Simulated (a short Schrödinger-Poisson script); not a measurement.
System: MOS inversion layer, SiO2 on p-type Si(110), at 300 K.

| layer | material | thickness (nm) | Na (cm⁻³) |
|---|---|---|---|
| 1 | SiO2 | 1.7 | - |
| 2 | Si | 1400 | 5e16 |

Constants are typed, rounded textbook-type inputs, not results; the design itself was drawn at random and stands for no fabricated device. SiO2: permittivity 3.9, conduction-band edge (eV) 3.15, gap (eV) 9, electron mass (mₑ) 0.5. Si: permittivity 11.7, conduction-band edge (eV) 0, gap (eV) 1.124, Nv at 300 K (cm⁻³) 3.1e19.

Channel valleys (confinement mass, in-plane density-of-states mass, number): Δ4 0.315, 0.324, 4; Δ2 0.19, 0.417, 2. At the gate the conduction-band edge of layer 1 lies 3.49 eV − eVg above the Fermi level of the channel; the field vanishes at the back. Gaps are held at their typed values at every temperature. Mesh 0.03 nm at interfaces.

From a short Schrödinger-Poisson script (our own, NumPy): 1D Poisson equation in equilibrium, electrons quantum, Hartree (BenDaniel-Duke, 12 states a valley, the channel's in-plane mass for all, wave functions ending at the dielectric), parabolic valleys, classical holes, full ionisation, no traps, pinning or gate leakage.

Only gate voltages with over 1e8 electrons/cm² are shown.

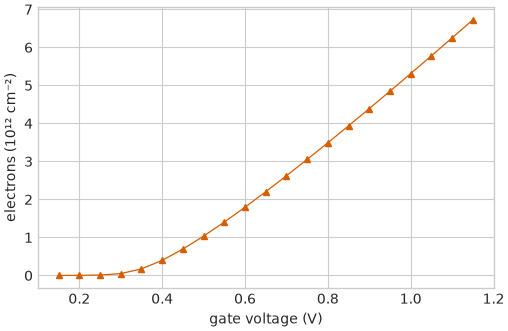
*Sheet density against gate voltage*

```
Vg (V)  electrons (cm⁻²)  C (μF/cm²)  Δ4 E0 (meV)  Δ4 E1 (meV)  Δ2 E0 (meV)  Δ2 E1 (meV)
------  ----------------  ----------  -----------  -----------  -----------  -----------
0.15              2.66e8      0.0762        296.9        336.7        306.8        353.6
0.2               1.60e9      0.0810        250.1        290.9        260.2        308.2
0.25              9.40e9       0.120        204.0        245.8        214.3        263.5
0.3              4.83e10       0.288        161.2        204.3        171.9        222.4
0.35             1.72e11       0.607        127.8        172.7        139.1        191.4
0.4              3.97e11       0.874        105.3        152.8        117.6        172.1
0.45             6.93e11        1.04         90.0        140.4        103.3        160.3
0.5              1.03e12        1.15         78.7        132.1         93.3        152.5
0.55             1.40e12        1.23         69.9        126.3         85.7        147.2
0.6              1.79e12        1.28         62.8        121.9         79.6        143.2
0.65             2.20e12        1.33         56.7        118.6         74.7        140.3
0.7              2.62e12        1.36         51.4        115.9         70.5        137.9
0.75             3.05e12        1.39         46.8        113.7         67.0        136.1
0.8              3.49e12        1.42         42.6        112.0         63.9        134.6
0.85             3.94e12        1.44         38.8        110.5         61.1        133.4
0.9              4.39e12        1.46         35.3        109.3         58.7        132.3
0.95             4.85e12        1.48         32.1        108.2         56.5        131.5
1                5.31e12        1.49         29.1        107.3         54.5        130.8
1.05             5.78e12        1.51         26.3        106.5         52.6        130.1
1.1              6.25e12        1.52         23.7        105.9         50.9        129.6
1.15             6.72e12        1.53         21.2        105.3         49.4        129.2
```

Subbands count from the Fermi level.
